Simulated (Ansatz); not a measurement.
# AlGa2H (triplet): B2PLYP, RPA-PBE over vertical spin and charge gaps, cc-pVTZ

How well do these functionals follow the top wave-function level for AlGa2H (triplet) over vertical spin and charge gaps?

Method: cc-pVTZ, all electrons in the functionals, frozen cores in the correlation of double hybrids and RPA; program: Ansatz 0.2.0, Gaussian basis.

To be run: B2PLYP, RPA-PBE, at charge 0, triplet; charge 0, singlet; charge 0, quintet; charge 1, doublet; charge 1, quartet.

6 further runs of the same task are left out: 6 set aside as unsound or not needed. Runs told in other sessions of the task aren't counted.

## Step 1: What is computed

The geometry is a PBE0/def2-TZVP stationary point (not a proven minimum). No spin-orbit coupling is included. The filled d shell of Ga may be among the frozen orbitals whatever the setting's name suggests.

4 atoms, charge 0, spin multiplicity 3.

Atoms are counted from 1 here; the program's logs count them from 0.

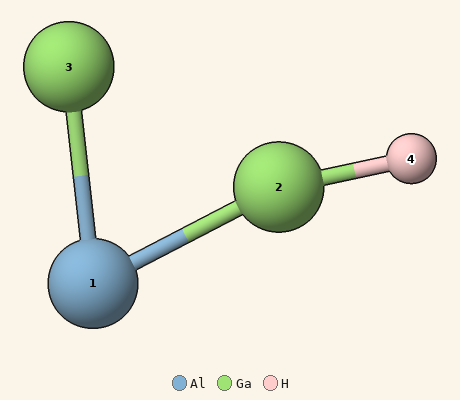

The structure; aluminium light blue, gallium green, hydrogen pink; atoms are numbered from 1 in the order of the file.

Geometry (Å):

```xyz
4
AlGa2H
Al    0.0000    1.7438    0.0311
Ga    0.0000   -0.3015    1.3929
Ga    0.0000   -0.3538   -1.4424
H     0.0000   -1.3444    2.5937
```

No dispersion term is added.

The geometry shown and the zero of energy belong to the point charge 0, triplet. The yardstick, UCCSDT(Q), and other wave-function levels (R restricted, U unrestricted, valence and pair active spaces) come from earlier runs.

## Step 2: B2PLYP, charge 0, triplet

The input, in.yaml:

```yaml
crystal:
  periodic: [false, false, false]
  atoms:
    - {symbol: Al, position_ang: [0.000000, 1.743795, 0.031076]}
    - {symbol: Ga, position_ang: [0.000000, -0.301539, 1.392894]}
    - {symbol: Ga, position_ang: [0.000000, -0.353844, -1.442415]}
    - {symbol: H, position_ang: [0.000000, -1.344351, 2.593686]}
basis:
  gaussian: {orbitals: cc-pVTZ}
magnetization: {spin_polarized: true, initial_magnetization: 2}
hamiltonian: {xc: {name: B2PLYP}}
correlation: {electrons: outside_noble_gas}
```

Launch:

```console
$ ansatz run in.yaml --threads 2 --pin off --events-out ev --progress --plain --max-ram 24576MiB --backend cuda --devices 0, --max-vram 18GiB
```

Standard output:

```text
Functional definition: B2PLYP
  name "B2PLYP"
  cite "Grimme, J. Chem. Phys. 124, 034108 (2006) doi:10.1063/1.2148954"
  cite "Becke, Phys. Rev. A 38, 3098 (1988) doi:10.1103/PhysRevA.38.3098"
  cite "Lee, Yang & Parr, Phys. Rev. B 37, 785 (1988) doi:10.1103/PhysRevB.37.785"
  parameter a = 0.53
  parameter c = 0.27
  exchange = (1 - a)*b88_x + a*exact_x
  correlation = (1 - c)*lyp_c + c*(mp2_os + mp2_ss)
878 factors; integrals over basis functions are off by at most 1.6e-3 eV
mean field evaluation 1: about -111341.8909 eV, gradient 9.1e0 eV
mean field evaluation 2: about -111341.9230 eV, gradient 9.0e0 eV
mean field evaluation 4: about -111342.5036 eV, gradient 1.4e0 eV
mean field evaluation 8: about -111342.5276 eV, gradient 1.3e-1 eV
mean field evaluation 16: about -111342.5306 eV, gradient 7.6e-3 eV
mean field evaluation 32: about -111342.5306 eV, gradient 7.4e-5 eV
mean field evaluation 64: about -111342.5172 eV, gradient 4.1e-1 eV
mean field -111342.53059073 eV, -4091.7625285316 hartree, gradient 9.2e-6 eV, S^2 2.022626; 6 other end points of the search recorded, 0 dependent functions left out
33 core orbitals not correlated: weight in the atoms' cores, before any rotation towards them, 0.997 or more for the frozen orbitals, at most 0.001 for the correlated occupied ones
reference -111342.53072656 eV, -4091.7625335230 hartree; 6, 4 occupied and 95, 97 virtual orbitals, 878 factors
second order -6.46392641 eV of doubles, -0.00000000 eV of singles
Total energy: -111344.27598669 eV, -4091.8266706498 hartree
```

Run time: 10 s. Hardware: 1 × H100 (card shared with other runs) with 2 threads of AMD EPYC 7R13, shared host; peak host memory 0.82 GiB.

From the report: ⟨S²⟩ of the determinant 2.023 (pure triplet: 2.00).

## Step 3: B2PLYP, charge 0, singlet

in.yaml, as its differences from that of step 2:

```diff
@@ -9,3 +9,3 @@
   gaussian: {orbitals: cc-pVTZ}
-magnetization: {spin_polarized: true, initial_magnetization: 2}
+magnetization: {spin_polarized: true, initial_magnetization: 0}
 hamiltonian: {xc: {name: B2PLYP}}
```

Launch:

```console
$ ansatz run in.yaml --threads 1 --pin off --events-out ev --progress --plain --max-ram 4096MiB --backend cpu
```

Standard output (excerpt; [...] marks lines left out):

```text
Functional definition: B2PLYP
  name "B2PLYP"
  cite "Grimme, J. Chem. Phys. 124, 034108 (2006) doi:10.1063/1.2148954"
  cite "Becke, Phys. Rev. A 38, 3098 (1988) doi:10.1103/PhysRevA.38.3098"
  cite "Lee, Yang & Parr, Phys. Rev. B 37, 785 (1988) doi:10.1103/PhysRevB.37.785"
[...]
878 factors; integrals over basis functions are off by at most 1.6e-3 eV
[...]
mean field -111342.44215311 eV, -4091.7592785088 hartree, gradient 4.9e-10 eV, S^2 1.023684; 10 other end points of the search recorded, 0 dependent functions left out
33 core orbitals not correlated: weight in the atoms' cores, before any rotation towards them, 0.997 or more for the frozen orbitals, at most 0.002 for the correlated occupied ones
reference -111342.44228861 eV, -4091.7592834884 hartree; 5, 5 occupied and 96, 96 virtual orbitals, 878 factors
second order -6.42169314 eV of doubles, -0.00000000 eV of singles
Total energy: -111344.17614576 eV, -4091.8230015634 hartree
```

It took 2.3 min on 1 thread of AMD EPYC 7R13, shared host; peak memory 0.59 GiB.

From the report: ⟨S²⟩ of the determinant 1.024 (pure singlet: 0.00). The determinant of B2PLYP (⟨S²⟩ 1.02) is far from a pure spin state, so its energy mixes those of several spin states; that is harmless only where they are near-degenerate.

From charge 0, triplet: +0.100 eV.

## Step 4: B2PLYP, charge 0, quintet

in.yaml, as its differences from that of step 3:

```diff
@@ -9,3 +9,3 @@
   gaussian: {orbitals: cc-pVTZ}
-magnetization: {spin_polarized: true, initial_magnetization: 0}
+magnetization: {spin_polarized: true, initial_magnetization: 4}
 hamiltonian: {xc: {name: B2PLYP}}
```

Launch:

```console
$ ansatz run in.yaml --threads 2 --pin off --events-out ev --progress --plain --max-ram 24576MiB --backend cuda --devices 0, --max-vram 18GiB
```

Standard output (excerpt; [...] marks lines left out):

```text
Functional definition: B2PLYP
  name "B2PLYP"
  cite "Grimme, J. Chem. Phys. 124, 034108 (2006) doi:10.1063/1.2148954"
  cite "Becke, Phys. Rev. A 38, 3098 (1988) doi:10.1103/PhysRevA.38.3098"
  cite "Lee, Yang & Parr, Phys. Rev. B 37, 785 (1988) doi:10.1103/PhysRevB.37.785"
[...]
878 factors; integrals over basis functions are off by at most 1.6e-3 eV
[...]
mean field -111341.00210960 eV, -4091.7063578861 hartree, gradient 9.5e-6 eV, S^2 6.012879; 4 other end points of the search recorded, 0 dependent functions left out
33 core orbitals not correlated: weight in the atoms' cores, before any rotation towards them, 0.997 or more for the frozen orbitals, at most 0.002 for the correlated occupied ones
reference -111341.00224367 eV, -4091.7063628130 hartree; 7, 3 occupied and 94, 98 virtual orbitals, 878 factors
second order -5.61413133 eV of doubles, -0.00000000 eV of singles
Total energy: -111342.51805913 eV, -4091.7620680037 hartree
```

It took 3.4 s on 1 × H100 (card shared with other runs) with 2 threads of AMD EPYC 7R13, shared host; peak host memory 0.83 GiB.

From the report: ⟨S²⟩ of the determinant 6.013 (pure quintet: 6.00).

From charge 0, triplet: +1.758 eV.

## Step 5: B2PLYP, charge 1, doublet

in.yaml, as its differences from that of step 4:

```diff
@@ -9,3 +9,4 @@
   gaussian: {orbitals: cc-pVTZ}
-magnetization: {spin_polarized: true, initial_magnetization: 4}
+total_charge: 1
+magnetization: {spin_polarized: true, initial_magnetization: 1}
 hamiltonian: {xc: {name: B2PLYP}}
```

Launched as before.

Standard output (excerpt; [...] marks lines left out):

```text
Functional definition: B2PLYP
  name "B2PLYP"
  cite "Grimme, J. Chem. Phys. 124, 034108 (2006) doi:10.1063/1.2148954"
  cite "Becke, Phys. Rev. A 38, 3098 (1988) doi:10.1103/PhysRevA.38.3098"
  cite "Lee, Yang & Parr, Phys. Rev. B 37, 785 (1988) doi:10.1103/PhysRevB.37.785"
[...]
878 factors; integrals over basis functions are off by at most 1.6e-3 eV
[...]
mean field -111336.19693806 eV, -4091.5297710890 hartree, gradient 7.3e-6 eV, S^2 0.755883; 6 other end points of the search recorded, 0 dependent functions left out
33 core orbitals not correlated: weight in the atoms' cores, before any rotation towards them, 0.998 or more for the frozen orbitals, at most 0.001 for the correlated occupied ones
reference -111336.19708276 eV, -4091.5297764066 hartree; 5, 4 occupied and 96, 97 virtual orbitals, 878 factors
second order -5.99435482 eV of doubles, -0.00000000 eV of singles
Total energy: -111337.81555856 eV, -4091.5892542953 hartree
```

It took 11 s on 1 × H100 (card shared with other runs) with 2 threads of AMD EPYC 7R13, shared host; peak host memory 0.83 GiB.

From the report: ⟨S²⟩ of the determinant 0.756 (pure doublet: 0.75).

From charge 0, triplet: +6.460 eV.

## Step 6: B2PLYP, charge 1, quartet

in.yaml, as its differences from that of step 5:

```diff
@@ -10,3 +10,3 @@
 total_charge: 1
-magnetization: {spin_polarized: true, initial_magnetization: 1}
+magnetization: {spin_polarized: true, initial_magnetization: 3}
 hamiltonian: {xc: {name: B2PLYP}}
```

The command is unchanged.

Standard output (excerpt; [...] marks lines left out):

```text
Functional definition: B2PLYP
  name "B2PLYP"
  cite "Grimme, J. Chem. Phys. 124, 034108 (2006) doi:10.1063/1.2148954"
  cite "Becke, Phys. Rev. A 38, 3098 (1988) doi:10.1103/PhysRevA.38.3098"
  cite "Lee, Yang & Parr, Phys. Rev. B 37, 785 (1988) doi:10.1103/PhysRevB.37.785"
[...]
878 factors; integrals over basis functions are off by at most 1.6e-3 eV
[...]
mean field -111335.06242320 eV, -4091.4880784368 hartree, gradient 2.0e-6 eV, S^2 3.772583; 6 other end points of the search recorded, 0 dependent functions left out
33 core orbitals not correlated: weight in the atoms' cores, before any rotation towards them, 0.998 or more for the frozen orbitals, at most 0.002 for the correlated occupied ones
reference -111335.06256573 eV, -4091.4880836745 hartree; 6, 3 occupied and 95, 98 virtual orbitals, 878 factors
second order -5.26590894 eV of doubles, -0.00000000 eV of singles
Total energy: -111336.48436114 eV, -4091.5403336923 hartree
```

Wall time 10 s (1 × H100 (card shared with other runs) with 2 threads of AMD EPYC 7R13, shared host); peak host memory 0.83 GiB.

From the report: ⟨S²⟩ of the determinant 3.773 (pure quartet: 3.75).

From charge 0, triplet: +7.792 eV.

## Step 7: RPA-PBE, charge 0, triplet

in.yaml, as its differences from that of step 6:

```diff
@@ -9,5 +9,4 @@
   gaussian: {orbitals: cc-pVTZ}
-total_charge: 1
-magnetization: {spin_polarized: true, initial_magnetization: 3}
-hamiltonian: {xc: {name: B2PLYP}}
-correlation: {electrons: outside_noble_gas}
+magnetization: {spin_polarized: true, initial_magnetization: 2}
+hamiltonian: {xc: {name: PBE}}
+correlation: {method: rpa, electrons: outside_noble_gas}
```

Same command.

Standard output (excerpt; [...] marks lines left out):

```text
Functional definition: PBE
  name "PBE"
  cite "Perdew, Burke & Ernzerhof, Phys. Rev. Lett. 77, 3865 (1996) doi:10.1103/PhysRevLett.77.3865"
  parent pbe
[...]
878 factors; integrals over basis functions are off by at most 1.6e-3 eV
[...]
mean field -111350.70928045 eV, -4092.0630898349 hartree, gradient 9.9e-6 eV, S^2 2.007006; 5 other end points of the search recorded, 0 dependent functions left out
33 core orbitals not correlated: weight in the atoms' cores, before any rotation towards them, 0.994 or more for the frozen orbitals, at most 0.003 for the correlated occupied ones
reference -111267.00253561 eV, -4088.9869237005 hartree; 6, 4 occupied and 95, 97 virtual orbitals, 878 factors
Total energy: -111277.29395034 eV, -4089.3651262162 hartree
```

Wall time 11 s (1 × H100 (card shared with other runs) with 2 threads of AMD EPYC 7R13, shared host); peak host memory 0.88 GiB.

From the report: ⟨S²⟩ of the determinant 2.007 (pure triplet: 2.00).

## Step 8: RPA-PBE, charge 0, singlet

in.yaml, as its differences from that of step 7:

```diff
@@ -9,3 +9,3 @@
   gaussian: {orbitals: cc-pVTZ}
-magnetization: {spin_polarized: true, initial_magnetization: 2}
+magnetization: {spin_polarized: true, initial_magnetization: 0}
 hamiltonian: {xc: {name: PBE}}
```

Launch:

```console
$ ansatz run in.yaml --threads 1 --pin off --events-out ev --progress --plain --max-ram 4096MiB --backend cpu
```

Standard output (excerpt; [...] marks lines left out):

```text
Functional definition: PBE
  name "PBE"
  cite "Perdew, Burke & Ernzerhof, Phys. Rev. Lett. 77, 3865 (1996) doi:10.1103/PhysRevLett.77.3865"
  parent pbe
[...]
878 factors; integrals over basis functions are off by at most 1.6e-3 eV
[...]
mean field -111350.67611785 eV, -4092.0618711320 hartree, gradient 3.1e-6 eV, S^2 0.777714; 22 other end points of the search recorded, 0 dependent functions left out
33 core orbitals not correlated: weight in the atoms' cores, before any rotation towards them, 0.996 or more for the frozen orbitals, at most 0.003 for the correlated occupied ones
reference -111266.69739957 eV, -4088.9757101580 hartree; 5, 5 occupied and 96, 96 virtual orbitals, 878 factors
Total energy: -111277.27788267 eV, -4089.3645357403 hartree
```

It took 77 s on 1 thread of AMD EPYC 7R13, shared host; peak memory 0.39 GiB.

From the report: ⟨S²⟩ of the determinant 0.778 (pure singlet: 0.00). The determinant of RPA-PBE (⟨S²⟩ 0.78) is far from a pure spin state, so its energy mixes those of several spin states; that is harmless only where they are near-degenerate.

From charge 0, triplet: +0.016 eV.

## Step 9: RPA-PBE, charge 0, quintet

in.yaml, as its differences from that of step 8:

```diff
@@ -9,3 +9,3 @@
   gaussian: {orbitals: cc-pVTZ}
-magnetization: {spin_polarized: true, initial_magnetization: 0}
+magnetization: {spin_polarized: true, initial_magnetization: 4}
 hamiltonian: {xc: {name: PBE}}
```

Launch:

```console
$ ansatz run in.yaml --threads 2 --pin off --events-out ev --progress --plain --max-ram 24576MiB --backend cuda --devices 0, --max-vram 18GiB
```

Standard output (excerpt; [...] marks lines left out):

```text
Functional definition: PBE
  name "PBE"
  cite "Perdew, Burke & Ernzerhof, Phys. Rev. Lett. 77, 3865 (1996) doi:10.1103/PhysRevLett.77.3865"
  parent pbe
[...]
878 factors; integrals over basis functions are off by at most 1.6e-3 eV
[...]
mean field -111349.05365210 eV, -4092.0022466152 hartree, gradient 7.2e-6 eV, S^2 6.003108; 6 other end points of the search recorded, 0 dependent functions left out
33 core orbitals not correlated: weight in the atoms' cores, before any rotation towards them, 0.996 or more for the frozen orbitals, at most 0.003 for the correlated occupied ones
reference -111266.03493741 eV, -4088.9513651227 hartree; 7, 3 occupied and 94, 98 virtual orbitals, 878 factors
Total energy: -111275.62608366 eV, -4089.3038332462 hartree
```

Run time: 14 s. Hardware: 1 × H100 (card shared with other runs) with 2 threads of AMD EPYC 7R13, shared host; peak host memory 0.89 GiB.

From the report: ⟨S²⟩ of the determinant 6.003 (pure quintet: 6.00).

From charge 0, triplet: +1.668 eV.

## Step 10: RPA-PBE, charge 1, doublet

in.yaml, as its differences from that of step 9:

```diff
@@ -9,3 +9,4 @@
   gaussian: {orbitals: cc-pVTZ}
-magnetization: {spin_polarized: true, initial_magnetization: 4}
+total_charge: 1
+magnetization: {spin_polarized: true, initial_magnetization: 1}
 hamiltonian: {xc: {name: PBE}}
```

The command is unchanged.

Standard output (excerpt; [...] marks lines left out):

```text
Functional definition: PBE
  name "PBE"
  cite "Perdew, Burke & Ernzerhof, Phys. Rev. Lett. 77, 3865 (1996) doi:10.1103/PhysRevLett.77.3865"
  parent pbe
[...]
878 factors; integrals over basis functions are off by at most 1.6e-3 eV
[...]
mean field -111344.10251387 eV, -4091.8202956412 hartree, gradient 8.5e-6 eV, S^2 0.753624; 16 other end points of the search recorded, 0 dependent functions left out
33 core orbitals not correlated: weight in the atoms' cores, before any rotation towards them, 0.996 or more for the frozen orbitals, at most 0.003 for the correlated occupied ones
reference -111260.98724705 eV, -4088.7658659231 hartree; 5, 4 occupied and 96, 97 virtual orbitals, 878 factors
Total energy: -111270.56835267 eV, -4089.1179650604 hartree
```

Run time: 26 s. Hardware: 1 × H100 (card shared with other runs) with 2 threads of AMD EPYC 7R13, shared host; peak host memory 0.89 GiB.

From the report: ⟨S²⟩ of the determinant 0.754 (pure doublet: 0.75).

From charge 0, triplet: +6.726 eV.

## Step 11: RPA-PBE, charge 1, quartet

in.yaml, as its differences from that of step 10:

```diff
@@ -10,3 +10,3 @@
 total_charge: 1
-magnetization: {spin_polarized: true, initial_magnetization: 1}
+magnetization: {spin_polarized: true, initial_magnetization: 3}
 hamiltonian: {xc: {name: PBE}}
```

The command is unchanged.

Standard output (excerpt; [...] marks lines left out):

```text
Functional definition: PBE
  name "PBE"
  cite "Perdew, Burke & Ernzerhof, Phys. Rev. Lett. 77, 3865 (1996) doi:10.1103/PhysRevLett.77.3865"
  parent pbe
[...]
878 factors; integrals over basis functions are off by at most 1.6e-3 eV
[...]
mean field -111342.90759576 eV, -4091.7763832109 hartree, gradient 6.4e-6 eV, S^2 3.754173; 6 other end points of the search recorded, 0 dependent functions left out
33 core orbitals not correlated: weight in the atoms' cores, before any rotation towards them, 0.994 or more for the frozen orbitals, at most 0.003 for the correlated occupied ones
reference -111260.16476432 eV, -4088.7356402405 hartree; 6, 3 occupied and 95, 98 virtual orbitals, 878 factors
Total energy: -111269.28519398 eV, -4089.0708098485 hartree
```

Run time: 9 s. Hardware: 1 × H100 (card shared with other runs) with 2 threads of AMD EPYC 7R13, shared host; peak host memory 0.89 GiB.

From the report: ⟨S²⟩ of the determinant 3.754 (pure quartet: 3.75).

From charge 0, triplet: +8.009 eV.

## Step 12: Against the wave-function levels

The yardstick is UCCSDT(Q), where the cluster series has nearly closed. It comes from earlier runs at the same points. Energies in eV, counted from charge 0, triplet; blanks weren't run or aren't comparable.

```tsv
level	triplet to singlet	triplet to quintet	ionisation to the doublet cation	ionisation to the quartet cation
UCCSDT(Q)		1.615	6.515	
B2PLYP	0.100	1.758	6.460	7.792
RPA-PBE	0.016	1.668	6.726	8.009
```

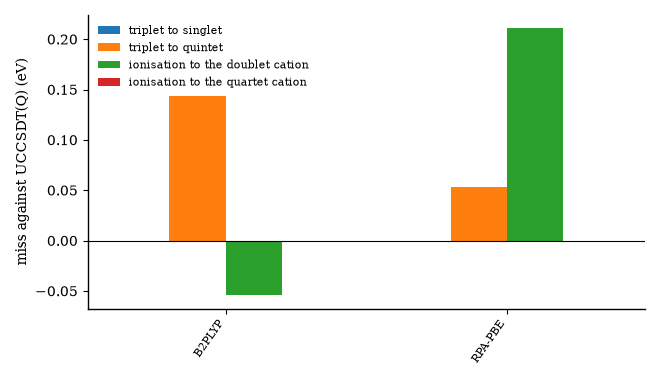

Misses of the gaps against UCCSDT(Q).

Largest miss and mean time a point (UCCSDT(Q) took 60 s a point; shared hosts):

```tsv
level	largest miss (eV)	where	time a point
B2PLYP	+0.143	triplet to quintet	34 s
RPA-PBE	+0.211	ionisation to the doublet cation	27 s
```

## Step 13: Summary of results

| quantity | value |
| --- | --- |
| triplet to quintet, UCCSDT(Q) | 1.615 eV |
| ionisation to the doublet cation, UCCSDT(Q) | 6.515 eV |
| largest miss, B2PLYP | +0.143 eV (triplet to quintet) |
| largest miss, RPA-PBE | +0.211 eV (ionisation to the doublet cation) |

**Reading.** Misses are known at 2 of 4 points at best, and only functionals with that many are ranked. Of the functionals, B2PLYP keep the smallest largest miss at the points compared (at most 0.143 eV) and RPA-PBE strays most (0.211 eV, at ionisation to the doublet cation). B2PLYP, RPA-PBE clearly break the spin symmetry at some points (⟨S²⟩ up to 1.02 above the pure value), so energy there is bought with a mixed spin. Functionals and the yardstick converge differently with the basis, so part of each miss in cc-pVTZ is the basis.
